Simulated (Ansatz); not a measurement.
**SnH2: how the settings move a single-point run**

Aim: see which settings change the result for SnH2, by how much, and at what cost. The cell is built on a prototype (fluorite) and needn't be the phase found in nature.

Method: reference: DFT, PBE, plane waves, PAW, in Ansatz 0.2.0.

6 further runs of the same task are left out: 6 that didn't finish.

### 1 The system as given

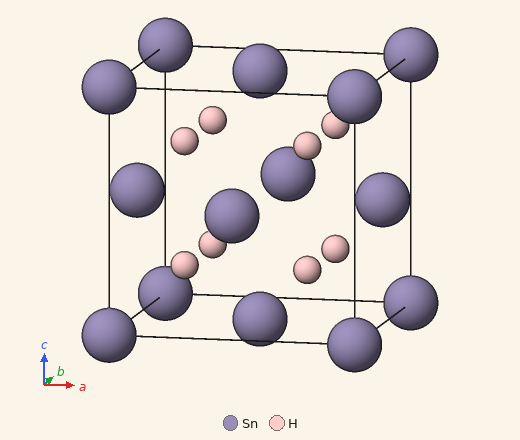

Start, viewed slightly off an axis; tin purple, hydrogen pink. Atoms on the faces are drawn again on the opposite ones. The cell drawn here is the conventional one.

Structure file:

```xyz
3
Lattice="0.0000 2.6545 2.6545 2.6545 0.0000 2.6545 2.6545 2.6545 0.0000" Properties=species:S:1:pos:R:3 pbc="T T T"
Sn    0.0000    0.0000    0.0000
H     1.3273    1.3273    1.3273
H     3.9818    3.9818    3.9818
```

### 2 Baseline

input.yaml reads:

```yaml
crystal:
  lattice:
    - [0.0, 2.6545080109, 2.6545080109]
    - [2.6545080109, 0.0, 2.6545080109]
    - [2.6545080109, 2.6545080109, 0.0]
  atoms:
    - { symbol: Sn, position: [0.0, 0.0, 0.0] }
    - { symbol: H, position: [0.25, 0.25, 0.25] }
    - { symbol: H, position: [0.75, 0.75, 0.75] }
kpoints:
  mp_grid: { grid: [6, 6, 6] }
hamiltonian:
  xc: pbe
scf:
  occupations: { method: fermi_dirac, width: 0.02 }
  n_extra_bands: 4
output:
  forces: true
  stress: true
  eigenvalues: true
  write_density: true
  write_potential: true
  elf: true
  volumetric_format: npy
```

On the command line:

```sh
> ansatz run input.yaml --threads 4 --pin off --max-ram 3686MiB --backend cpu --events-out ev --progress --plain --runs-dir out
```

The program printed, cut to the lines that bear on the results:

```text
Warning: RAYON_NUM_THREADS=4 ignored (pool sized by the plan → 4); use --threads N
scf.n_extra_bands = 4 over 8 filled bands (N_el = 16.0): the run solves 12 bands
[...]
Pseudopotentials: kind: paw
Pseudopotential: Sn, paw, valence charge 14, recommended cutoff 420 eV (normal), Sn.paw.azcp
Pseudopotential: H, paw, valence charge 1, recommended cutoff 420 eV (normal), H.paw.azcp
Functional definition: PBE
[...]
Crystal: 3 atoms, lattice volume = 37.410 Å³
Basis set: ecut = 420 eV, 725 PW (Γ), exchange–correlation on 54×54×54 points (8 copies of the dense FFT grid, shifted against one another)
Bands: 12, of which v1, the nominal top of the filled ones, is band 8 counted from 1 (7 counted from 0)
Symmetry: 48 space group operations
Space group: Fm-3m (ITA 225), of the structure as read, at distance tolerance 3.3e-5 Å
k-points: 16 of 216
[...]
SCF iter   1: F=—  HF=-6054.420664 eV  |F-HF|=—  |Δ(HF+E_count)|=         —  Δρ=1.00e-3  dr2=3.62e-4  ethr=1.77e-3  ⟨swp⟩=5.9  Hψ=1109  notcnv=0
[...]
SCF iter   6: F=-6054.419950 eV  HF=-6054.419950 eV  |F-HF|=2.45e-10  |Δ(HF+E_count)|=   3.07e-8  Δρ=1.02e-6  dr2=1.97e-10  ethr=3.93e-11  ⟨swp⟩=5.6  Hψ=1021  notcnv=0
[...]
SCF converged after 6 iterations
Free energy (F): -6054.419950 eV
[...]
E sigma→0 (E₀):  -6054.418480 eV
Entropy (-TS):   -0.002940 eV (-0.980 meV/atom)
Fermi energy:    8.216160 eV
[...]
--- Forces (eV/Å), atoms counted from 1 ---
  atom   1  Sn     0.00000000     0.00000000     0.00000000
  atom   2  H     -0.00000000    -0.00000000    -0.00000000
  atom   3  H     -0.00000000     0.00000000    -0.00000000
[...]
--- Stress (GPa, compression-positive) ---
        1.665985       0.000000       0.000000
        0.000000       1.665985       0.000000
        0.000000       0.000000       1.665985
  P = ⅓ Tr σ = 1.6660 GPa (16.660 kbar)
--- Band table (eV; the first three rows and the last of 16) ---
  k-point 0: bands = ["-13.5810", "-13.5810", "-13.5810", "-13.5534", "-13.5534", "-3.3815", "7.2271", "12.8073", "12.8073", "12.8073", "13.4154", "16.2417"]
[...]
```

Wall time 4.9 s (4 threads of an x86-64 CPU, shared host); peak memory 0.31 GiB.

### 3 Variant: xc_grid 3

input.yaml: that of step 2 with these lines changed.

```diff
@@ -20,5 +20,3 @@
   eigenvalues: true
-  write_density: true
-  write_potential: true
-  elf: true
-  volumetric_format: npy
+basis:
+  xc_grid: 3
```

On the command line:

```sh
> ansatz run input.yaml --threads 4 --pin off --max-ram 3686MiB --backend cpu --events-out ev --progress --plain --runs-dir out
```

The program printed, cut to the lines that bear on the results:

```text
Warning: RAYON_NUM_THREADS=4 ignored (pool sized by the plan → 4); use --threads N
scf.n_extra_bands = 4 over 8 filled bands (N_el = 16.0): the run solves 12 bands
[...]
[... 4 set-up lines as earlier in the session ...]
[...]
Crystal: 3 atoms, lattice volume = 37.410 Å³
Basis set: ecut = 420 eV, 725 PW (Γ), exchange–correlation on 81×81×81 points (27 copies of the dense FFT grid, shifted against one another)
Bands: 12, of which v1, the nominal top of the filled ones, is band 8 counted from 1 (7 counted from 0)
[... 2 set-up lines as earlier in the session ...]
k-points: 16 of 216
[...]
SCF iter   1: F=—  HF=-6054.420665 eV  |F-HF|=—  |Δ(HF+E_count)|=         —  Δρ=1.00e-3  dr2=3.62e-4  ethr=1.77e-3  ⟨swp⟩=5.9  Hψ=1109  notcnv=0
[...]
SCF iter   6: F=-6054.419950 eV  HF=-6054.419950 eV  |F-HF|=2.48e-10  |Δ(HF+E_count)|=   3.16e-8  Δρ=1.02e-6  dr2=1.98e-10  ethr=3.94e-11  ⟨swp⟩=2.6  Hψ=674  notcnv=0
[...]
SCF converged after 6 iterations
Free energy (F): -6054.419950 eV
[...]
E sigma→0 (E₀):  -6054.418480 eV
Entropy (-TS):   -0.002940 eV (-0.980 meV/atom)
Fermi energy:    8.216160 eV
[...]
--- Forces (eV/Å), atoms counted from 1 ---
  atom   1  Sn    -0.00000000     0.00000000    -0.00000000
  atom   2  H      0.00000000     0.00000000    -0.00000000
  atom   3  H     -0.00000000     0.00000000     0.00000000
[...]
--- Stress (GPa, compression-positive) ---
        1.665990      -0.000000       0.000000
       -0.000000       1.665990      -0.000000
       -0.000000      -0.000000       1.665990
  P = ⅓ Tr σ = 1.6660 GPa (16.660 kbar)
--- Band table (eV; the first three rows and the last of 16) ---
  k-point 0: bands = ["-13.5810", "-13.5810", "-13.5810", "-13.5534", "-13.5534", "-3.3815", "7.2271", "12.8073", "12.8073", "12.8073", "13.4154", "16.2417"]
[...]
```

It took 3.8 s on 4 threads of an x86-64 CPU, shared host; peak memory 0.32 GiB.

The changed input (numerical grids) leaves the energy the same to the digits printed.

### 4 Variant: eigensolver.kind dense

input.yaml: that of step 2 with these lines changed.

```diff
@@ -16,2 +16,3 @@
   n_extra_bands: 4
+  eigensolver: { kind: dense }
 output:
@@ -20,5 +21 @@
   eigenvalues: true
-  write_density: true
-  write_potential: true
-  elf: true
-  volumetric_format: npy
```

On the command line:

```sh
> ansatz run input.yaml --threads 4 --pin off --max-ram 3686MiB --backend cpu --events-out ev --progress --plain --runs-dir out
```

The program printed, cut to the lines that bear on the results:

```text
Warning: RAYON_NUM_THREADS=4 ignored (pool sized by the plan → 4); use --threads N
scf.n_extra_bands = 4 over 8 filled bands (N_el = 16.0): the run solves 12 bands
[...]
[... 4 set-up lines as earlier in the session ...]
[...]
Crystal: 3 atoms, lattice volume = 37.410 Å³
Basis set: ecut = 420 eV, 725 PW (Γ), exchange–correlation on 54×54×54 points (8 copies of the dense FFT grid, shifted against one another)
Bands: 12, of which v1, the nominal top of the filled ones, is band 8 counted from 1 (7 counted from 0)
[... 2 set-up lines as earlier in the session ...]
k-points: 16 of 216
[...]
Eigensolver: Dense (16 Hₖ)
[...]
SCF iter   1: F=—  HF=-6054.419726 eV  |F-HF|=—  |Δ(HF+E_count)|=         —  Δρ=9.91e-4  dr2=3.33e-4  ethr=1.00e-1
[...]
SCF iter   6: F=-6054.419950 eV  HF=-6054.419950 eV  |F-HF|=3.44e-10  |Δ(HF+E_count)|=   4.82e-9  Δρ=5.96e-7  dr2=9.55e-11  ethr=9.96e-12
[...]
SCF converged after 6 iterations
Free energy (F): -6054.419950 eV
[...]
E sigma→0 (E₀):  -6054.418480 eV
Entropy (-TS):   -0.002940 eV (-0.980 meV/atom)
Fermi energy:    8.216164 eV
[...]
--- Forces (eV/Å), atoms counted from 1 ---
  atom   1  Sn     0.00000000     0.00000000    -0.00000000
  atom   2  H     -0.00000000     0.00000000     0.00000000
  atom   3  H     -0.00000000     0.00000000     0.00000000
[...]
--- Stress (GPa, compression-positive) ---
        1.665973      -0.000000      -0.000000
        0.000000       1.665973       0.000000
        0.000000       0.000000       1.665973
  P = ⅓ Tr σ = 1.6660 GPa (16.660 kbar)
--- Band table (eV; the first three rows and the last of 16) ---
  k-point 0: bands = ["-13.5810", "-13.5810", "-13.5810", "-13.5534", "-13.5534", "-3.3815", "7.2271", "12.8072", "12.8072", "12.8072", "13.4154", "16.2417"]
[...]
```

Wall time 28 s (4 threads of an x86-64 CPU, shared host); peak memory 0.57 GiB.

Energy and cycle count are those of the reference, so the change (solver) left the result and the number of cycles as they were.

### 5 Changing settings: ecutwfc 300

input.yaml: that of step 2 with these lines changed.

```diff
@@ -20,5 +20,3 @@
   eigenvalues: true
-  write_density: true
-  write_potential: true
-  elf: true
-  volumetric_format: npy
+basis:
+  ecutwfc: 300
```

On the command line:

```sh
> ansatz run input.yaml --threads 4 --pin off --max-ram 3686MiB --backend cpu --events-out ev --progress --plain --runs-dir out
```

The program printed, cut to the lines that bear on the results:

```text
Warning: basis.ecutwfc = 300 eV is below the records' recommended 420 eV, and the density's cutoff is lower with it unless basis.ecutrho_ratio is high enough to keep the records' density cutoff: compare with a run at a higher cutoff
Warning: RAYON_NUM_THREADS=4 ignored (pool sized by the plan → 4); use --threads N
scf.n_extra_bands = 4 over 8 filled bands (N_el = 16.0): the run solves 12 bands
[...]
[... 4 set-up lines as earlier in the session ...]
[...]
Crystal: 3 atoms, lattice volume = 37.410 Å³
Basis set: ecut = 300 eV, 459 PW (Γ), exchange–correlation on 48×48×48 points (8 copies of the dense FFT grid, shifted against one another)
Bands: 12, of which v1, the nominal top of the filled ones, is band 8 counted from 1 (7 counted from 0)
[... 2 set-up lines as earlier in the session ...]
k-points: 16 of 216
[...]
SCF iter   1: F=—  HF=-6054.342926 eV  |F-HF|=—  |Δ(HF+E_count)|=         —  Δρ=2.54e-3  dr2=4.48e-4  ethr=1.77e-3  ⟨swp⟩=5.2  Hψ=1060  notcnv=0
[...]
SCF iter   7: F=-6054.343429 eV  HF=-6054.343429 eV  |F-HF|=9.74e-9  |Δ(HF+E_count)|=   7.98e-8  Δρ=5.06e-6  dr2=6.53e-9  ethr=6.25e-10  ⟨swp⟩=4.7  Hψ=664  notcnv=0
[...]
SCF converged after 7 iterations
Free energy (F): -6054.343429 eV
[...]
E sigma→0 (E₀):  -6054.341959 eV
Entropy (-TS):   -0.002940 eV (-0.980 meV/atom)
Fermi energy:    8.221912 eV
[...]
--- Forces (eV/Å), atoms counted from 1 ---
  atom   1  Sn     0.00000000     0.00000000     0.00000000
  atom   2  H     -0.00000000    -0.00000000    -0.00000000
  atom   3  H     -0.00000000    -0.00000000     0.00000000
[...]
--- Stress (GPa, compression-positive) ---
        1.910521       0.000000      -0.000000
       -0.000000       1.910521       0.000000
        0.000000      -0.000000       1.910521
  P = ⅓ Tr σ = 1.9105 GPa (19.105 kbar)
--- Band table (eV; the first three rows and the last of 16) ---
  k-point 0: bands = ["-13.6026", "-13.6026", "-13.6026", "-13.5746", "-13.5746", "-3.3824", "7.2627", "12.8165", "12.8165", "12.8165", "13.4153", "16.2432"]
[...]
```

It took 2.7 s on 4 threads of an x86-64 CPU, shared host; peak memory 0.29 GiB.

Changing the cutoff moves the energy by +25.5 meV/atom. The lower cutoff gives the higher energy: the smaller basis describes the state less well. The log warns that the cutoff is under what these potentials recommend, so the shift is basis error.

### 6 Changing settings: mp_grid.grid [5, 5, 5]

input.yaml: that of step 2 with these lines changed.

```diff
@@ -10,3 +10,3 @@
 kpoints:
-  mp_grid: { grid: [6, 6, 6] }
+  mp_grid: { grid: [5, 5, 5] }
 hamiltonian:
@@ -20,5 +20 @@
   eigenvalues: true
-  write_density: true
-  write_potential: true
-  elf: true
-  volumetric_format: npy
```

On the command line:

```sh
> ansatz run input.yaml --threads 4 --pin off --max-ram 3686MiB --backend cpu --events-out ev --progress --plain --runs-dir out
```

The program printed, cut to the lines that bear on the results:

```text
Warning: RAYON_NUM_THREADS=4 ignored (pool sized by the plan → 4); use --threads N
scf.n_extra_bands = 4 over 8 filled bands (N_el = 16.0): the run solves 12 bands
[...]
[... 4 set-up lines as earlier in the session ...]
[...]
Crystal: 3 atoms, lattice volume = 37.410 Å³
Basis set: ecut = 420 eV, 725 PW (Γ), exchange–correlation on 54×54×54 points (8 copies of the dense FFT grid, shifted against one another)
Bands: 12, of which v1, the nominal top of the filled ones, is band 8 counted from 1 (7 counted from 0)
[... 2 set-up lines as earlier in the session ...]
k-points: 10 of 125
[...]
SCF iter   1: F=—  HF=-6054.467705 eV  |F-HF|=—  |Δ(HF+E_count)|=         —  Δρ=2.86e-3  dr2=2.71e-3  ethr=1.77e-3  ⟨swp⟩=5.8  Hψ=695  notcnv=0
[...]
SCF iter   7: F=-6054.467314 eV  HF=-6054.467314 eV  |F-HF|=1.01e-8  |Δ(HF+E_count)|=   2.06e-7  Δρ=5.55e-6  dr2=7.11e-9  ethr=6.25e-10  ⟨swp⟩=6.6  Hψ=584  notcnv=0
[...]
SCF converged after 7 iterations
Free energy (F): -6054.467314 eV
[...]
E sigma→0 (E₀):  -6054.466649 eV
Entropy (-TS):   -0.001330 eV (-0.443 meV/atom)
Fermi energy:    7.981504 eV
[...]
--- Forces (eV/Å), atoms counted from 1 ---
  atom   1  Sn     0.00000000     0.00000000    -0.00000000
  atom   2  H     -0.00000000     0.00000000    -0.00000000
  atom   3  H     -0.00000000    -0.00000000    -0.00000000
[...]
--- Stress (GPa, compression-positive) ---
       -0.986760      -0.000000       0.000000
       -0.000000      -0.986760       0.000000
        0.000000       0.000000      -0.986760
  P = ⅓ Tr σ = -0.9868 GPa (-9.868 kbar)
--- Band table (eV; the first three rows and the last of 10) ---
  k-point 0: bands = ["-13.6746", "-13.6746", "-13.6746", "-13.6446", "-13.6446", "-3.4234", "7.1699", "12.7694", "12.7694", "12.7694", "13.3524", "16.2071"]
[...]
```

Run time: 3.2 s. Hardware: 4 threads of an x86-64 CPU, shared host; peak memory 0.31 GiB.

Changing the k-point mesh moves the energy by -15.8 meV/atom, and the pressure goes from 1.7 to -1.0 GPa. The energy is not variational in the mesh, so the sign tells nothing.

### 7 Changed: occupations.method cold, occupations.width 0.5

input.yaml: that of step 2 with these lines changed.

```diff
@@ -14,3 +14,3 @@
 scf:
-  occupations: { method: fermi_dirac, width: 0.02 }
+  occupations: { method: cold, width: 0.5 }
   n_extra_bands: 4
@@ -20,5 +20 @@
   eigenvalues: true
-  write_density: true
-  write_potential: true
-  elf: true
-  volumetric_format: npy
```

On the command line:

```sh
> ansatz run input.yaml --threads 4 --pin off --max-ram 3686MiB --backend cpu --events-out ev --progress --plain --runs-dir out
```

The program printed, cut to the lines that bear on the results:

```text
Warning: RAYON_NUM_THREADS=4 ignored (pool sized by the plan → 4); use --threads N
scf.n_extra_bands = 4 over 8 filled bands (N_el = 16.0): the run solves 12 bands
[...]
[... 4 set-up lines as earlier in the session ...]
[...]
Crystal: 3 atoms, lattice volume = 37.410 Å³
Basis set: ecut = 420 eV, 725 PW (Γ), exchange–correlation on 54×54×54 points (8 copies of the dense FFT grid, shifted against one another)
Bands: 12, of which v1, the nominal top of the filled ones, is band 8 counted from 1 (7 counted from 0)
[... 2 set-up lines as earlier in the session ...]
k-points: 16 of 216
[...]
SCF converged after 7 iterations
Stability not checked: this state was not tested for a lower state beside it, because cold or Methfessel-Paxton smearing, or corrected tetrahedra, fill the levels in a way that the test cannot read (fill_not_monotonic; see scf.lower_state_search)
Free energy (F): -6054.424267 eV
[...]
E sigma→0 (E₀):  -6054.429022 eV
Entropy (-TS):   0.014264 eV (4.755 meV/atom)
Fermi energy:    8.238201 eV
[...]
--- Forces (eV/Å), atoms counted from 1 ---
  atom   1  Sn    -0.00000000     0.00000000    -0.00000000
  atom   2  H      0.00000000    -0.00000000    -0.00000000
  atom   3  H      0.00000000    -0.00000000     0.00000000
[...]
--- Stress (GPa, compression-positive) ---
        2.154804      -0.000000       0.000000
       -0.000000       2.154804      -0.000000
        0.000000       0.000000       2.154804
  P = ⅓ Tr σ = 2.1548 GPa (21.548 kbar)
--- Band table (eV; the first three rows and the last of 16) ---
  k-point 0: bands = ["-13.5594", "-13.5594", "-13.5594", "-13.5325", "-13.5325", "-3.3717", "7.2398", "12.8162", "12.8162", "12.8162", "13.4296", "16.2495"]
[...]
```

It took 3.4 s on 4 threads of an x86-64 CPU, shared host; peak memory 0.31 GiB.

Changing the smearing moves the energy by -3.5 meV/atom (σ→0 values), and the pressure goes from 1.7 to 2.2 GPa.

### 8 Changing settings: occupations.method methfessel_paxton, occupations.width 0.5

input.yaml: that of step 2 with these lines changed.

```diff
@@ -14,3 +14,3 @@
 scf:
-  occupations: { method: fermi_dirac, width: 0.02 }
+  occupations: { method: methfessel_paxton, width: 0.5 }
   n_extra_bands: 4
@@ -20,5 +20 @@
   eigenvalues: true
-  write_density: true
-  write_potential: true
-  elf: true
-  volumetric_format: npy
```

On the command line:

```sh
> ansatz run input.yaml --threads 4 --pin off --max-ram 3686MiB --backend cpu --events-out ev --progress --plain --runs-dir out
```

The program printed, cut to the lines that bear on the results:

```text
Warning: RAYON_NUM_THREADS=4 ignored (pool sized by the plan → 4); use --threads N
scf.n_extra_bands = 4 over 8 filled bands (N_el = 16.0): the run solves 12 bands
[...]
[... 4 set-up lines as earlier in the session ...]
[...]
Crystal: 3 atoms, lattice volume = 37.410 Å³
Basis set: ecut = 420 eV, 725 PW (Γ), exchange–correlation on 54×54×54 points (8 copies of the dense FFT grid, shifted against one another)
Bands: 12, of which v1, the nominal top of the filled ones, is band 8 counted from 1 (7 counted from 0)
[... 2 set-up lines as earlier in the session ...]
k-points: 16 of 216
[...]
SCF converged after 5 iterations
Stability not checked: this state was not tested for a lower state beside it, because cold or Methfessel-Paxton smearing, or corrected tetrahedra, fill the levels in a way that the test cannot read (fill_not_monotonic; see scf.lower_state_search)
Free energy (F): -6054.423850 eV
[...]
E sigma→0 (E₀):  -6054.427381 eV
Entropy (-TS):   0.014124 eV (4.708 meV/atom)
Fermi energy:    8.296573 eV
[...]
--- Forces (eV/Å), atoms counted from 1 ---
  atom   1  Sn     0.00000000     0.00000000    -0.00000000
  atom   2  H     -0.00000000    -0.00000000    -0.00000000
  atom   3  H     -0.00000000     0.00000000     0.00000000
[...]
--- Stress (GPa, compression-positive) ---
        1.640658       0.000000       0.000000
        0.000000       1.640658       0.000000
        0.000000       0.000000       1.640658
  P = ⅓ Tr σ = 1.6407 GPa (16.407 kbar)
--- Band table (eV; the first three rows and the last of 16) ---
  k-point 0: bands = ["-13.5796", "-13.5796", "-13.5796", "-13.5519", "-13.5519", "-3.3814", "7.2262", "12.8078", "12.8078", "12.8078", "13.4151", "16.2418"]
[...]
```

Wall time 3.2 s (4 threads of an x86-64 CPU, shared host); peak memory 0.31 GiB.

Changing the smearing moves the energy by -3.0 meV/atom (σ→0 values).

### 9 Side by side

```
                                                           run     ending        energy change  pressure (GPa)  gap (eV)  force (eV/Å)  cycles   time
                                                     reference  converged                    0             1.7      0.00          0.00       6  4.9 s
                                                  1: xc_grid 3  converged         0.0 meV/atom             1.7      0.00          0.00       6  3.8 s
                                     2: eigensolver.kind dense  converged         0.0 meV/atom             1.7      0.00          0.00       6   28 s
                                                3: ecutwfc 300  converged       +25.5 meV/atom             1.9      0.00          0.00       7  2.7 s
                                     4: mp_grid.grid [5, 5, 5]  converged       -15.8 meV/atom            -1.0      0.00          0.00       7  3.2 s
             5: occupations.method cold, occupations.width 0.5  converged  -3.5 meV/atom (σ→0)             2.2      0.00          0.00       7  3.4 s
6: occupations.method methfessel_paxton, occupations.width 0.5  converged  -3.0 meV/atom (σ→0)             1.6      0.00          0.00       5  3.2 s
```

Times don't compare one to one where runs were asked for different outputs or read a saved state (see the inputs); cycles may leave out searches for a lower state.

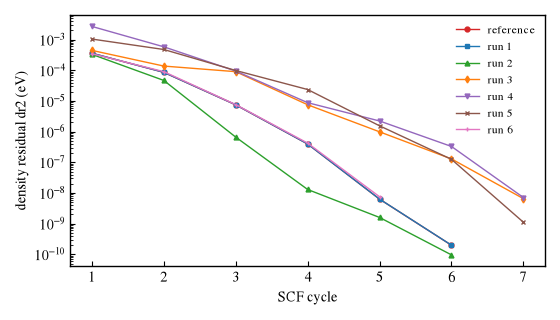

Residual by cycle in the longest SCF loop of each run; runs are numbered as in the table.

**Reading.** Run 3 ran under the cutoff that the potentials recommend, as the log warns, so basis error is mixed into its values. Of the variants the dearest is «eigensolver.kind dense» (28 s), the cheapest «ecutwfc 300» (2.7 s), on a shared host.
